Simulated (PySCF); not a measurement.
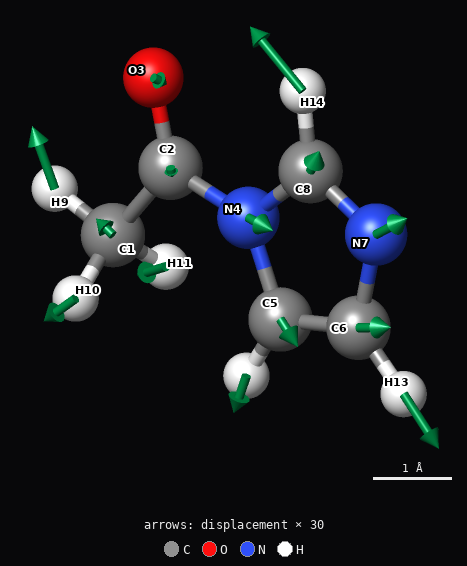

A relaxation of C5H6N2O. The starting structure is drawn; green arrows show the displacements, 30 times their true length. The two geometries are superimposed by the best rigid fit.

A ball-and-stick model, seen from a free direction.

The start comes from GFN2-xTB.

These are results of PySCF 2.14.0, density-fitted response routines, PBE0-D3(BJ)/def2-SVP geometry optimisation, gas phase, not measurements. 

Atoms of which element are displaced furthest, and by how much?

Hydrogen: up to 0.037 Å, against 0.021 Å for nitrogen.

Describe the change and its energy.

Over 4 geometry steps the energy falls by 1.00 kcal/mol. Largest force component: 0.53 eV/Å at the start, 0.016 eV/Å at the end. The largest move after the best rigid fit is that of an H atom, 0.037 Å. Largest moves by element: H 0.037 Å, N 0.021 Å, C 0.019 Å, O 0.008 Å. Near-neighbour distances that change, for instance: C–H 1.071 → 1.089 Å, C–N 1.397 → 1.412 Å, C–H 1.088 → 1.100 Å, C–N 1.290 → 1.299 Å.
